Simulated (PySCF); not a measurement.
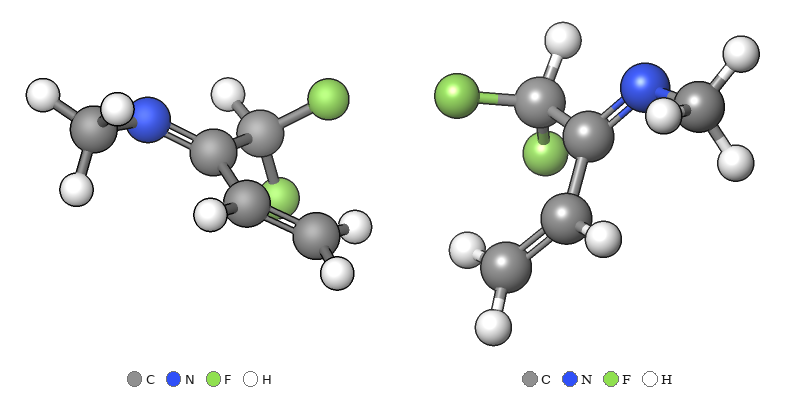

Both panels show the same species.

The geometry was computed by an optimisation with GFN2-xTB. No frequency run is at hand to confirm it as a minimum.

Description:

It has 15 atoms: 5 carbon, 7 hydrogen, 2 fluorine and 1 nitrogen (C5H7F2N). As SMILES it reads `C=C/C(=N\C)C(F)F`. It has no ring. Among its groups: alkene, imine, C–F bond. This geometry has Cs symmetry. Coordination: 3 C trigonal planar; 1 N bent; 2 C tetrahedral.

More results for the same structure follow; atom numbers are the same in all pictures, views and colours differ.

**Polarisability**

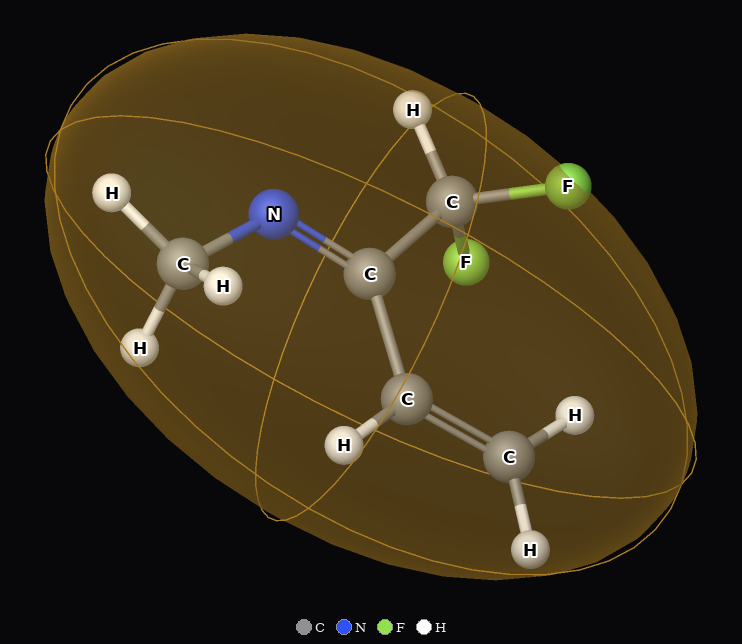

The ellipsoid shows the static dipole polarisability: its half-axes are proportional to the principal values. No frequency run is at hand to confirm it as a minimum. Method: PBE0/def2-SVPD (PySCF 2.14.0).

Give the principal values, the mean and the anisotropy.

Answer. Principal values 51.2, 67.5, 100.6 bohr³; mean 73.1 bohr³ (10.83 Å³); anisotropy 43.6 bohr³, so the longest axis is 1.96 times the shortest.

**NMR shielding**

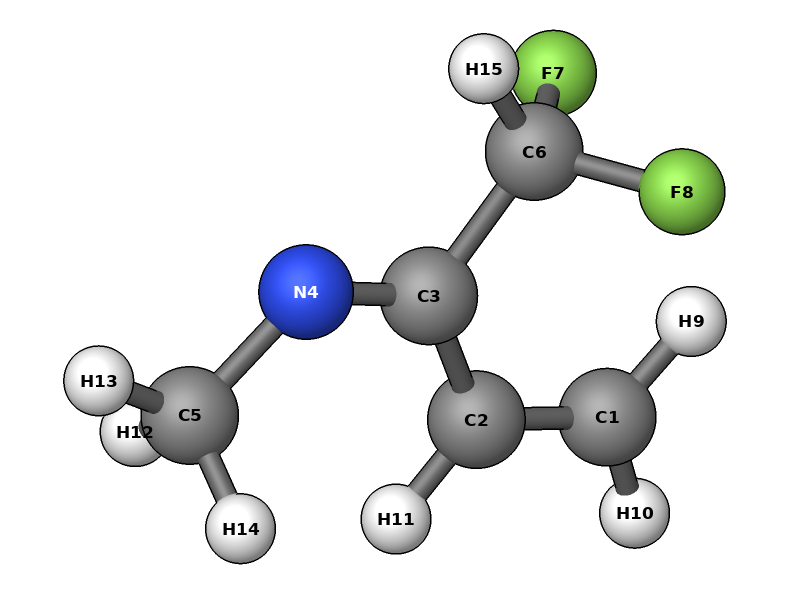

No frequency run is at hand to confirm it as a minimum. Properties computed with GIAO PBE0/pcSseg-1 NMR shielding, non-relativistic, gas phase (PySCF 2.14.0). Principal shieldings σ11 ≤ σ22 ≤ σ33, span Ω = σ33 − σ11, skew κ = 3(σiso − σ22)/Ω.

Give the shielding tensors of the F atoms.

```
  atom    σ11    σ22    σ33   σiso      Ω      κ
F7, F8  201.5  323.1  381.5  302.1  180.1  −0.35
```

Shieldings and span in ppm.

**Excitation**

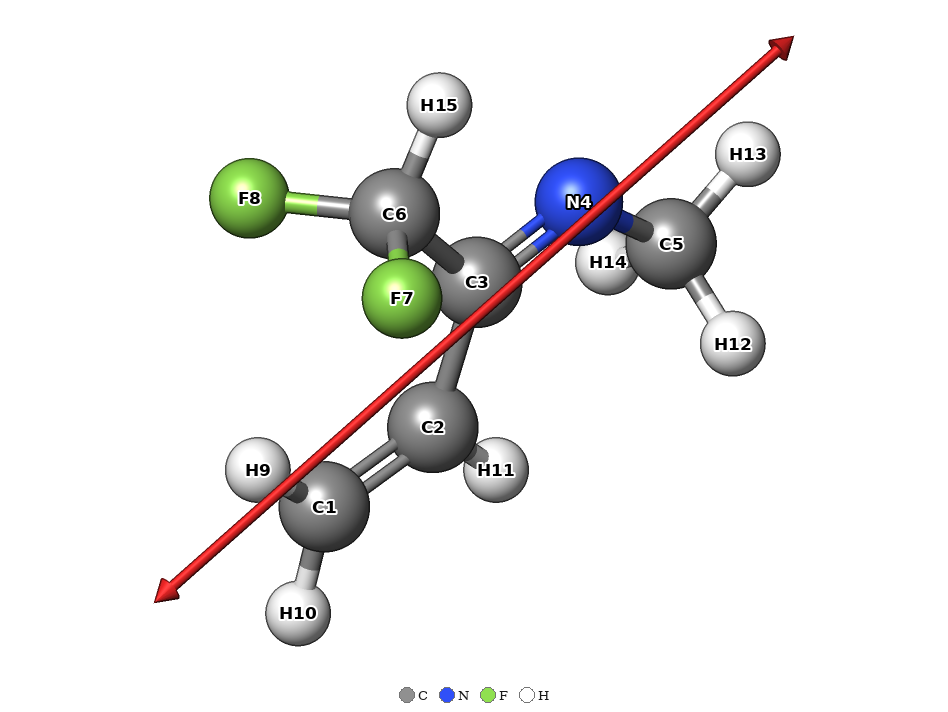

The double arrow shows the direction of the transition dipole to excited singlet state 2 (its length means nothing). No frequency run is at hand to confirm it as a minimum. Properties computed with TDDFT PBE0/def2-SVPD, vertical, gas phase, core orbitals frozen in the response (PySCF 2.14.0).

How is the transition polarised?

Answer. Nearly parallel to the C3–N4 bond.

Where does the transition lie, and how strong is it?

Answer. 5.84 eV (212 nm), oscillator strength 0.50, mainly HOMO−1 → LUMO (weight 0.96); transition dipole 4.74 D.
